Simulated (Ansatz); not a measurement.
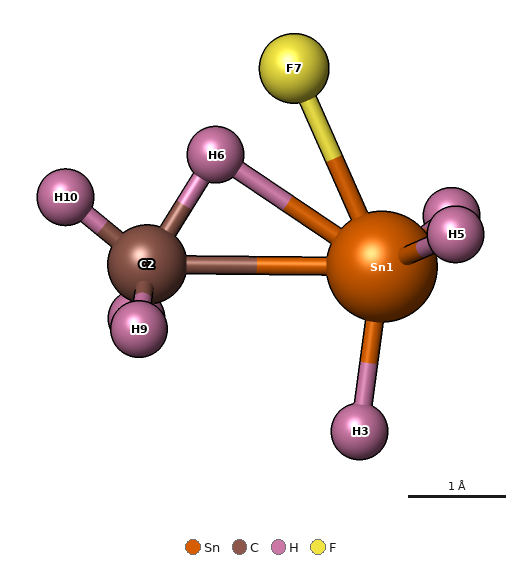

*The input geometry (ball-and-stick view, seen at a tilt; atoms are numbered from 1 in the order of the input). Sticks mark near contacts.*

# Single-point calculation, with input and output: CH7FSn

CH7FSn, computed with RKS PBE0-D4/def2-TZVPP (Ansatz 0.2.0).

The geometry is a transition state. The reaction was set up to form Sn1–F7 and C2–H6 and to break Sn1–C2 and H6–F7 (atoms counted from 1 in the order of the input); sticks are drawn by distance alone. The geometry comes from this level: PBE0-D4/def2-TZVP.

**What the program printed**
```
Functional definition: PBE0
  name "PBE0"
  cite "Adamo & Barone, J. Chem. Phys. 110, 6158 (1999) doi:10.1063/1.478522"
  cite "Perdew, Burke & Ernzerhof, Phys. Rev. Lett. 77, 3865 (1996) doi:10.1103/PhysRevLett.77.3865"
  parent pbe
  parameter a = 0.25
  parameter kappa = 0.804
  parameter beta = 0.06672455060314922
  exchange = (1 - a)*pbe_x(kappa = kappa, mu = beta*pi^2/3) + a*exact_x
  correlation = pbe_c(beta = beta)
1210 factors; their error is unknown
mean field evaluation 1: about -9689.5660 eV, gradient 5.5e1 eV
mean field evaluation 2: about -9684.7157 eV, gradient 7.2e1 eV
mean field evaluation 4: about -9695.4085 eV, gradient 4.9e0 eV
mean field evaluation 8: about -9695.4552 eV, gradient 2.5e-2 eV
mean field evaluation 16: about -9695.5338 eV, gradient 4.0e-5 eV
mean field -9695.53378682 eV, -356.3042947969 hartree, gradient 4.0e-5 eV, S^2 0.000000; 0 other end points of the search recorded, 0 dependent functions left out
reference -9695.53382327 eV, -356.3042961363 hartree; 22, 22 occupied and 188, 188 virtual orbitals, 1210 factors
Total energy: -9695.66639152 eV, -356.3091679295 hartree
```

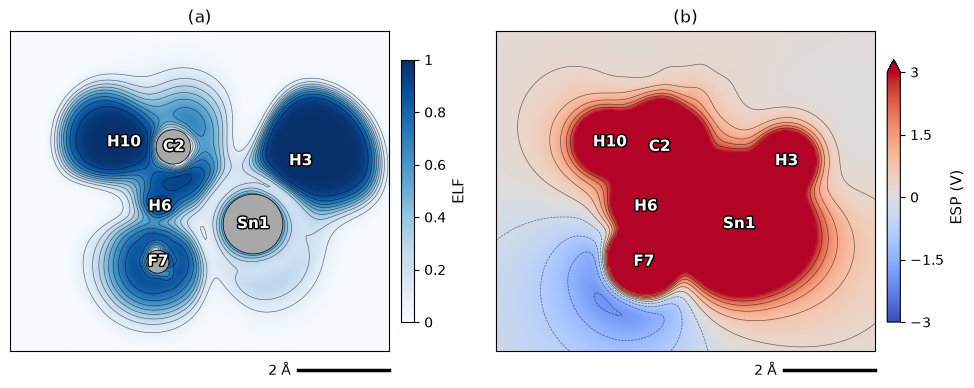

*(a) ELF; (b) electrostatic potential on the plane of atoms H6, Sn1 and F7. Grey discs, where drawn, cover atomic cores.*

Atoms in the plane: Sn, C, H and F. Sn–F (2.25 Å): the ELF is about 0.10 at the midpoint. C–Sn (2.43 Å): the ELF peaks at about 0.85 in the valence shell of C, 0.8 Å from its nucleus, and drops to about 0.15 between the two atoms. C–H (1.10 Å): the ELF climbs to about 1 towards the hydrogen, as it does in any bond to H (a covalent bond by its length). Sn–H (1.73 Å): the ELF climbs to about 1 towards the hydrogen.

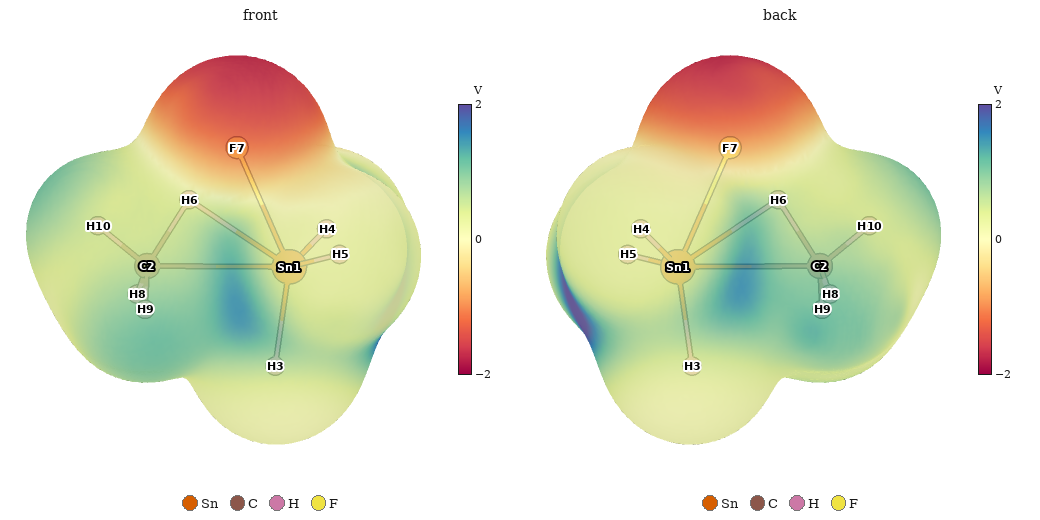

*The molecular electrostatic potential painted on the density surface at 0.002 e/bohr³, seen at a tilt and from behind; red is negative and blue positive.*

A positive charge is drawn to the negative regions and a negative charge to the positive ones.

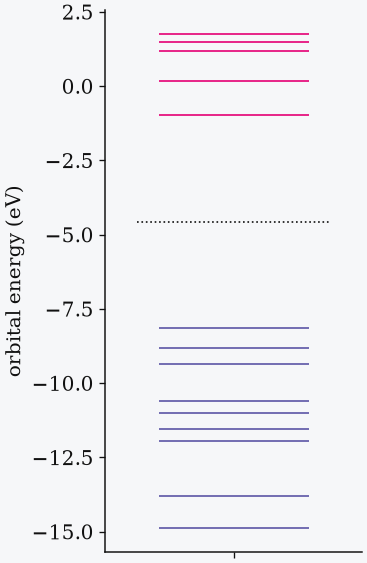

*Orbital energies near the frontier; the dotted line parts filled from empty levels, and levels within 0.02 eV of each other stand side by side.*

Highest filled −8.14 eV, lowest empty −0.98 eV, 7.16 eV apart.

The run was set up as follows.

**Input**
```yaml
crystal:
  periodic: [false, false, false]
  atoms:
    - {symbol: Sn, position_ang: [-0.697296, 0.998926, -0.157936]}
    - {symbol: C, position_ang: [0.477725, -1.124807, -0.102662]}
    - {symbol: H, position_ang: [-1.625474, 0.210943, -1.380181]}
    - {symbol: H, position_ang: [-1.720013, 1.312586, 1.159340]}
    - {symbol: H, position_ang: [0.138878, 2.286515, -0.880772]}
    - {symbol: H, position_ang: [0.830366, -0.115325, 0.703810]}
    - {symbol: F, position_ang: [0.984555, 0.906889, 1.332355]}
    - {symbol: H, position_ang: [-0.416268, -1.720990, 0.077925]}
    - {symbol: H, position_ang: [0.722684, -1.123522, -1.164375]}
    - {symbol: H, position_ang: [1.304743, -1.631115, 0.412497]}
basis:
  gaussian: {orbitals: def2-TZVPP}
hamiltonian: {xc: pbe0, dispersion: d4}
output: {orbitals: {seedname: orbitals}}
```

Launch command:
```bash
ansatz run in.yaml --threads 4 --pin off --events-out ev --progress --plain --max-ram 9574MiB
```

**Results in brief**

- outcome: converged
- total energy: −9695.6664 eV
- mean-field energy: −9695.5338 eV
- dispersion energy: −0.1326 eV
- SCF solution under orbital rotations: stable
- HOMO: −8.14 eV
- LUMO: −0.98 eV
- hardware: 4 threads of Intel Xeon @ 2.50GHz, 180 GiB of memory available, shared host
- wall time: 3.8 s (CPU time 13 s)
- peak memory: 0.43 GiB
